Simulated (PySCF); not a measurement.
C$_{4}$H$_{7}$N$_{2}$ (charge +1)

```xyz
13

C     1.2443   -0.8161    0.1685
N    -0.0877   -0.2061    0.2112
C    -1.1267   -1.0388    0.5581
C    -2.2501   -0.3386    0.3558
N    -1.9429    0.9672   -0.0225
C    -0.5913    1.0065   -0.0877
H     1.3491   -1.7227   -0.4593
H     1.6864   -0.7871    1.1811
H     1.7173   -0.1188   -0.4675
H    -0.9628   -1.9943    1.0131
H    -3.2329   -0.7311    0.1839
H    -2.5565    1.7702   -0.1591
H     0.0214    1.8522   -0.2643
```

Geometry: GFN2-xTB, MD frame at 250 fs, 600 K.

The calculation used PBE0/pcSseg-1, SCF density, gas phase, non-relativistic in PySCF 2.14.0.

> What will maps of the electron density and electron localisation function show?

C–C (1.34 Å): the density is about 2.3 e/Å³ at the midpoint; the ELF peaks at about 0.95 between the atoms: a short, multiple covalent bond.
C–N (1.35 Å): ρ is about 2.4 e/Å³ halfway; the ELF peaks at about 0.90 between the atoms (localised, covalent bonding).
N–H (1.02 Å): ρ is about 2.9 e/Å³ halfway; the ELF climbs to about 1 towards the hydrogen, as it does in any bond to H: an ordinary covalent bond to hydrogen.
C–N (1.39 Å): ρ at the midpoint is about 2.1 e/Å³; the ELF peaks at about 0.90 between the atoms, as expected for localised, covalent bonding.

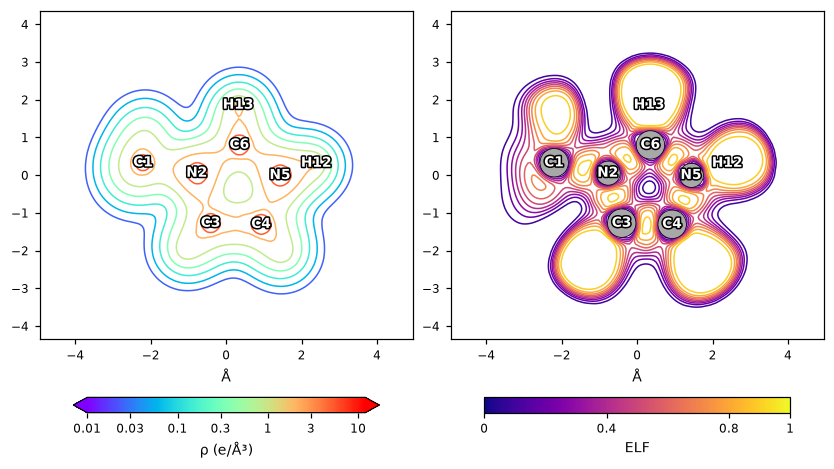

Computed electron density and electron localisation function on the plane of atoms N2, C6 and N5, in this order. Grey discs cover the atomic cores in the ELF map. 
